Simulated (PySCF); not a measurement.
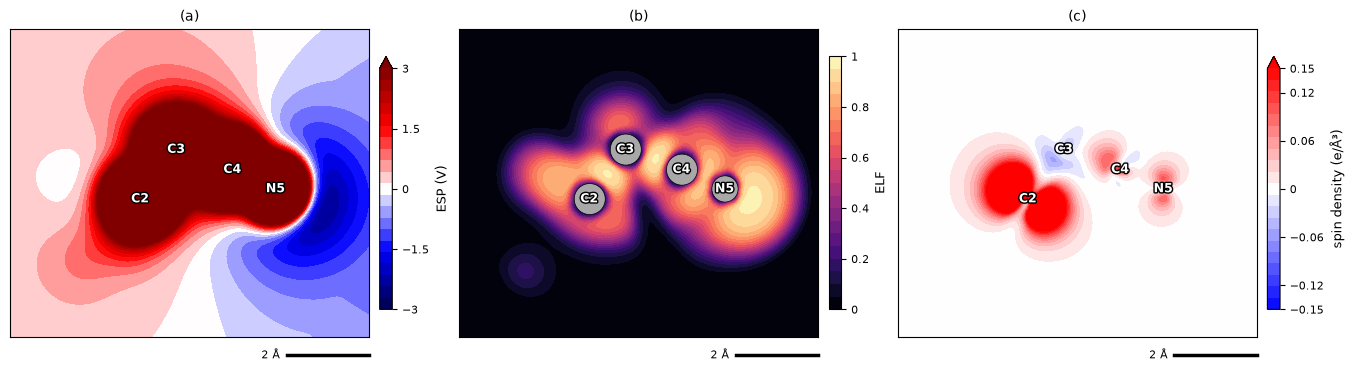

The picture shows: C$_{4}$H$_{6}$N (SMILES C[CH]CC#N) (doublet). (a) molecular electrostatic potential; (b) ELF; (c) spin density (α minus β) on the plane of atoms C2, C3 and C4. Grey discs cover the atomic cores in the ELF map.

Geometry: GFN2-xTB.

Method: UKS B3LYP, pcH-1 on C H N, non-relativistic, mean-field spin-orbit, GIAO in PySCF 2.14.0, density-fitted response routines.

```tsv
atom	x (Å)	y (Å)	z (Å)
C	1.4584	0.0604	0.2043
C	0.2856	-0.4369	-0.5405
C	-1.0536	-0.5025	0.1023
C	-1.6240	0.8257	-0.0039
N	-1.9971	1.9007	-0.1260
H	1.4358	-0.2691	1.2436
H	1.4872	1.1584	0.2165
H	2.3829	-0.2779	-0.2613
H	0.3310	-0.4827	-1.6155
H	-0.9833	-0.7668	1.1619
H	-1.7175	-1.2067	-0.4073
```

### Describe what can be read from this map.

Atoms in the plane: C and N. C–N (1.14 Å): the ELF peaks at about 0.85 between the atoms (a short, multiple covalent bond). C–C (1.45 Å): the ELF peaks at about 0.95 between the atoms; a covalent bond. The ELF also peaks beside N5, away from the bonds: non-bonding electrons, paired or unpaired. The unpaired spin (1 electron) lies mostly on C2 (about 0.7), in electrons by Hirshfeld's partition. Outside the dense part of the molecule the potential is most negative (−2.4 V) near N5.
